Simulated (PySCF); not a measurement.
Run report: TiHOH, frequency calculation

TiHOH, multiplicity 3, computed with UKS-based PBE0, Ti def2-TZVP, H def2-TZVP, O def2-TZVP; non-relativistic Hamiltonian; density fitting (PySCF 2.14.0).

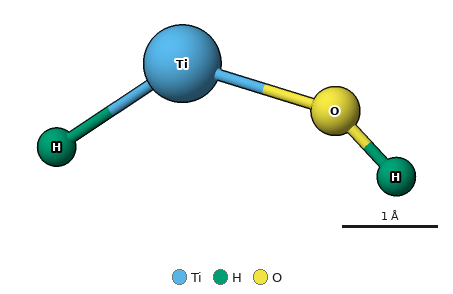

Fig. 1: The structure as given in the input (ball-and-stick view, seen at a tilt). Sticks mark near contacts.

### Input file
```python
from pyscf import gto, scf, dft
mol = gto.M(atom='''
Ti    -0.175737     0.000000     0.423970
H      0.635251     0.000000     1.998362
O      0.421888     0.000000    -1.278451
H      1.157436     0.000000    -1.888365''',
    basis={'Ti': 'def2-TZVP', 'H': 'def2-TZVP', 'O': 'def2-TZVP'},
    charge=0, spin=2)
mf = dft.UKS(mol, xc='PBE0')
mf.grids.atom_grid = (75, 302)
aux = {'Ti': 'def2-universal-JKFIT', 'H': 'def2-universal-JKFIT', 'O': 'def2-universal-JKFIT'}
mf = mf.density_fit(auxbasis=aux)
mf.conv_tol = 1e-09
mf.diis_space = 10
mf.max_cycle = 60
mf.verbose = 4
mf.kernel()
```

The script is an equivalent of the set-up of the self-consistent field. The run itself was carried out by a driver, which started from the orbitals of the step before it where there was one and computed the further properties.

Run on 2 threads of Intel Xeon @ 2.50GHz (Skylake/Cascade Lake), 64 GiB of memory available, shared host.

Launch command:
```bash
OMP_NUM_THREADS=2 python axn.py task.json out
```

### The program's output
```
init E= -925.613566966785
  alpha nocc = 17  HOMO = -0.190771356338762  LUMO = -0.0131696141459763
  beta  nocc = 15  HOMO = -0.270067047327856  LUMO = -0.0501114588692436
  HOMO = -0.190771356339  LUMO = -0.0501114588692  gap/eV = 3.82755
cycle= 1 E= -925.613566966804  delta_E= -1.89e-11  |g|= 5.89e-06  |ddm|= 1.15e-05
  alpha nocc = 17  HOMO = -0.190769078223811  LUMO = -0.0131666073383067
  beta  nocc = 15  HOMO = -0.270066055191187  LUMO = -0.0501099652109095
  HOMO = -0.190769078224  LUMO = -0.0501099652109  gap/eV = 3.82753
Extra cycle  E= -925.613566966782  delta_E= 2.24e-11  |g|= 1.15e-05  |ddm|= 1.39e-05
converged SCF energy = -925.613566966782  <S^2> = 2.0103166  2S+1 = 3.0068698
```

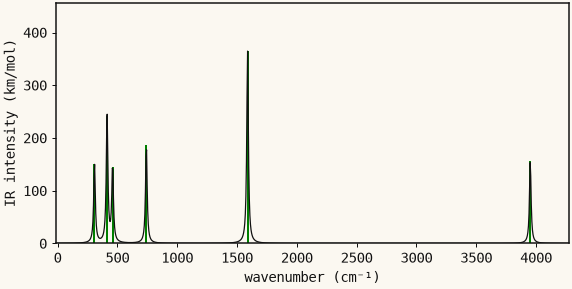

Fig. 2: Harmonic infrared spectrum, unscaled: sticks (degenerate modes added up, dark ones marked on the axis) with a Lorentzian envelope of 16 cm⁻¹ full width, scaled to the tallest stick. 6 modes from 308 to 3951 cm⁻¹, none imaginary. The strongest line is at 1588 cm⁻¹ (365 km/mol). All modes, in cm⁻¹ (km/mol): 308 (150), 413 (242), 459 (146), 741 (187), 1588 (365), 3951 (156).

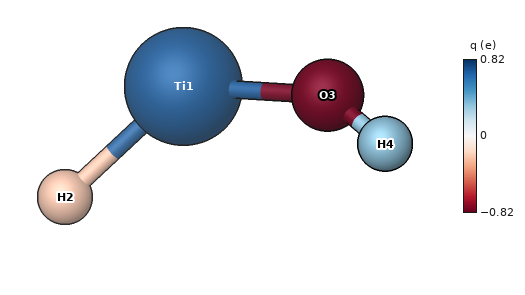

Fig. 3: Mulliken charges, as the colour of each atom (ball-and-stick view, seen at a tilt; atoms are numbered from 1 in the order of the input). By element: Ti +0.69, H −0.24 to +0.33 and O −0.78 e.

### Summary

```json
{"quantity": "outcome", "value": "converged"}
{"quantity": "total energy", "value": "−925.613567 hartree"}
{"quantity": "⟨S²⟩", "value": "2.010"}
{"quantity": "zero-point energy", "value": "0.016997 hartree"}
{"quantity": "dipole moment", "value": "1.63 D"}
{"quantity": "wavenumbers, lowest and highest", "value": "308 and 3951 cm⁻¹"}
{"quantity": "wall time", "value": "1.8 min (CPU time 3.5 min)"}
{"quantity": "peak memory", "value": "1.1 GiB"}
```
